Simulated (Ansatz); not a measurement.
```yaml
crystal:
  periodic: [false, false, false]
  atoms:
    - {symbol: N, position_ang: [0.028637, 1.068649, -0.651550]}
    - {symbol: B, position_ang: [-0.047222, -0.121190, 0.071490]}
    - {symbol: N, position_ang: [0.843601, -1.211404, -0.116888]}
    - {symbol: S, position_ang: [-1.181807, -0.223949, 1.554656]}
    - {symbol: H, position_ang: [0.613522, 1.095356, -1.446977]}
    - {symbol: H, position_ang: [-0.429776, 1.937268, -0.424612]}
    - {symbol: H, position_ang: [0.654123, -2.129703, 0.356519]}
    - {symbol: H, position_ang: [1.513514, -1.222706, -0.773284]}
    - {symbol: H, position_ang: [-1.961868, 0.852074, 1.283531]}
basis:
  gaussian: {orbitals: def2-TZVPP}
hamiltonian: {xc: pbe0, dispersion: d4}
output: {forces: true}
```

Geometry: atoms displaced at random (about 0.06 Å) from a stationary point of PBE0-D4.

What structure does this define?

The molecule is BH₅N₂S. SMILES: `NB(N)S`. It has no ring. Coordination: 2 N trigonal planar; 1 B trigonal planar; 1 S bent.

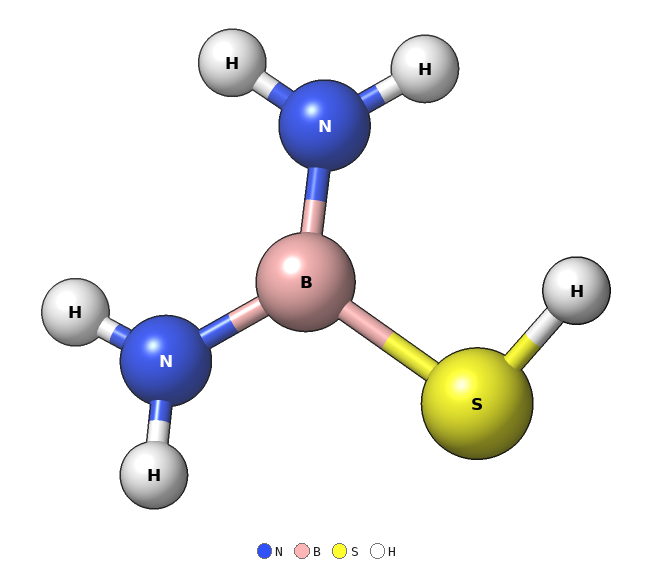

Source: calculation with Ansatz.
